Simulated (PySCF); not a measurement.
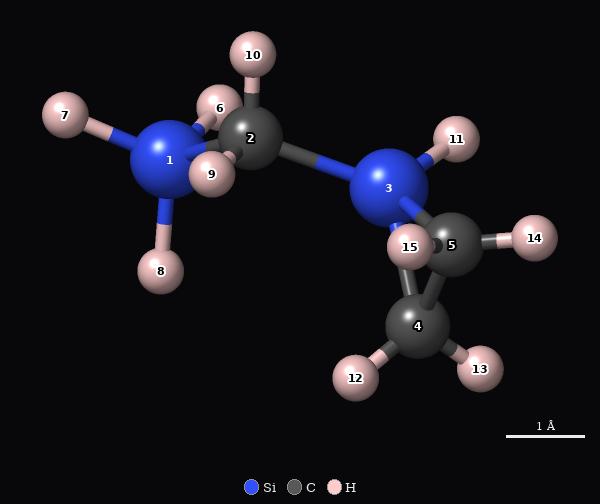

Fig. 1: The structure (ball-and-stick view, seen at a tilt; atoms are numbered from 1 in the order of the input). Bond lengths as drawn: C–C 1.54 Å, C–H 1.08 to 1.09 Å, C–Si 1.88 to 1.90 Å and H–Si 1.46 to 1.47 Å.

C3H10Si2: NMR shielding calculation

System: C3H10Si2, SMILES [SiH3]C[SiH]1CC1.
Method: GIAO PBE0/pcSseg-1 NMR shielding, non-relativistic, gas phase (PySCF 2.14.0).

The geometry comes from this level: GFN2-xTB. Figures and captions count atoms from 1; the log counts them from 0 in places.

## The input
```
{"job": {"kind": "nmr", "xc": "PBE0", "basis": "pcSseg-1", "pop": true}, "charge": 0, "multiplicity": 1}
Si    -2.307007    -0.612909     0.871063
C     -1.210301     0.320564    -0.368746
Si     0.513867    -0.418162    -0.623694
C      1.926824     0.119903     0.496027
C      1.976432     0.732295    -0.917577
H     -2.486827    -1.992768     0.413967
H     -3.619505     0.036523     0.953135
H     -1.676536    -0.610596     2.191269
H     -1.103517     1.355145    -0.043574
H     -1.719976     0.354785    -1.331651
H      0.570090    -1.754563    -1.200512
H      1.755506     0.817962     1.303757
H      2.730236    -0.561840     0.735101
H      2.808555     0.418231    -1.531099
H      1.837749     1.803419    -0.969380
```

The first line tells a small driver script what to run in PySCF; the rest is the geometry in Å.

Hardware: 1 CPU thread, shared host.

Command:
```bash
OMP_NUM_THREADS=1 python <driver script> task.json out
```

## Log
```
coarse grid: 12712 points
cycle   1  E = -698.7647442560  dE =  2.282e-01  |g| = 4.709e-01  |ddm| = 3.385e+00
cycle   2  E = -698.7198331058  dE =  4.491e-02  |g| = 6.133e-01  |ddm| = 1.037e+00
cycle   3  E = -698.8239868777  dE = -1.042e-01  |g| = 4.934e-02  |ddm| = 6.669e-01
cycle   4  E = -698.8244883690  dE = -5.015e-04  |g| = 2.707e-02  |ddm| = 7.787e-02
cycle   5  E = -698.8246801015  dE = -1.917e-04  |g| = 5.236e-03  |ddm| = 2.871e-02
cycle   6  E = -698.8246879186  dE = -7.817e-06  |g| = 6.674e-04  |ddm| = 7.225e-03
final grid: 111200 points
cycle   7  E = -698.8534973387  dE = -1.991e-05  |g| = 7.038e-03  |ddm| = 1.836e-02
cycle   8  E = -698.8534877552  dE =  9.583e-06  |g| = 9.181e-03  |ddm| = 1.415e-02
cycle   9  E = -698.8535102920  dE = -2.254e-05  |g| = 5.172e-04  |ddm| = 8.472e-03
cycle  10  E = -698.8535103473  dE = -5.528e-08  |g| = 2.336e-04  |ddm| = 8.471e-04
cycle  11  E = -698.8535103624  dE = -1.509e-08  |g| = 4.287e-05  |ddm| = 2.631e-04
cycle  12  E = -698.8535103628  dE = -4.271e-10  |g| = 1.090e-05  |ddm| = 5.146e-05
```

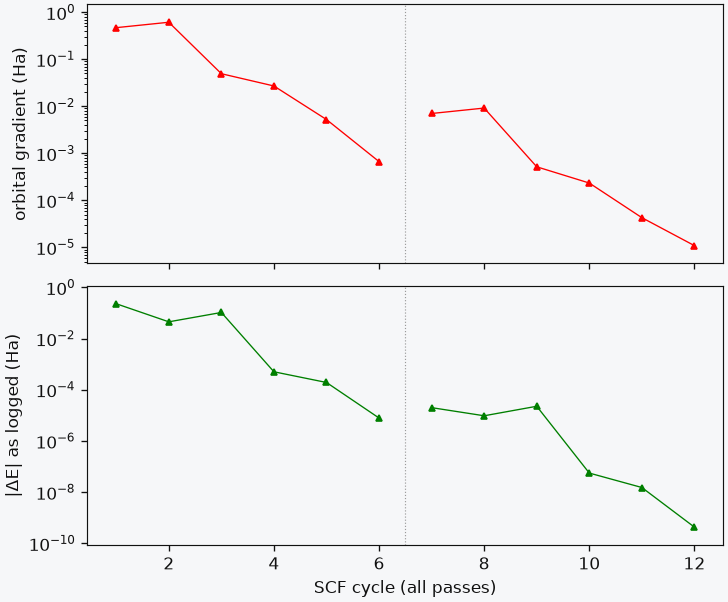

Fig. 2: Convergence of the self-consistent field: orbital gradient and size of the energy change against the SCF cycle. The dotted line marks the change from a coarse to the final integration grid. The first 6 cycles use a coarse grid, the final grid takes over at cycle 7, and the field converges after 12 cycles in all.

```
converged SCF energy = -698.8535103628

GIAO shielding tensors (ppm)
atom      isotropic    diamagn.    paramagn.     s11        s22        s33       span
  0 Si     422.558     879.256    -456.699    393.659    406.721    467.293     73.634
  1 C      200.748     257.960     -57.211    184.303    199.685    218.258     33.955
  2 Si     469.418     882.378    -412.961    345.772    360.324    702.158    356.386
  3 C      190.875     255.437     -64.562    170.123    186.100    216.402     46.278
  4 C      189.624     256.439     -66.815    170.032    182.998    215.842     45.811
  5 H       27.749      28.752      -1.003     24.293     26.110     32.843      8.550
  6 H       27.519      28.213      -0.693     23.719     25.102     33.737     10.017
  7 H       27.743      29.117      -1.374     23.936     26.758     32.535      8.599
  8 H       32.538      33.294      -0.756     26.158     30.663     40.792     14.634
  9 H       31.527      31.180       0.347     25.634     29.369     39.578     13.945
 10 H       28.623      29.931      -1.308     22.895     26.228     36.746     13.850
 11 H       31.227      32.794      -1.567     26.735     27.406     39.540     12.805
 12 H       31.221      31.240      -0.019     25.611     27.034     41.017     15.406
 13 H       31.244      30.670       0.573     25.542     26.993     41.196     15.654
 14 H       31.213      32.182      -0.969     26.190     27.735     39.713     13.523
```

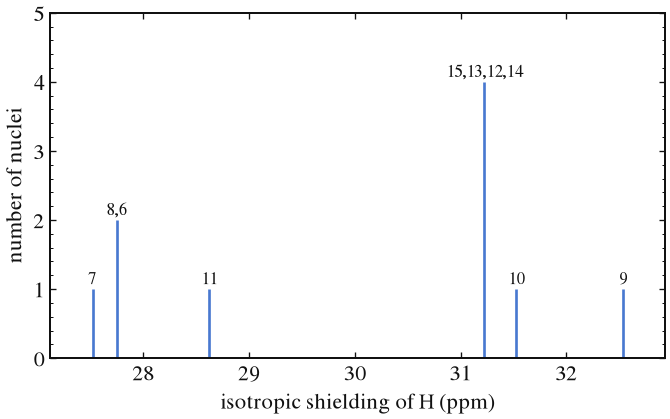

Fig. 3: Isotropic shieldings of the hydrogen nuclei in this fixed geometry, labelled by atom number; shielding grows to the right, so chemical shift grows to the left. The least shielded is H7 (27.5 ppm), the most shielded H9 (32.5 ppm).

## Summary

```tsv
quantity	value
outcome	converged
total energy	−698.853510 hartree
HOMO	−6.66 eV
LUMO	0.55 eV
dipole moment	0.64 D
isotropic shielding, Si	422.6 to 469.4 ppm
isotropic shielding, C	189.6 to 200.7 ppm
isotropic shielding, H	27.5 to 32.5 ppm
wall time	41 s
peak memory	0.76 GiB
```

## Remarks

Settings chosen away from the usual ones: PBE0/pcSseg-1.
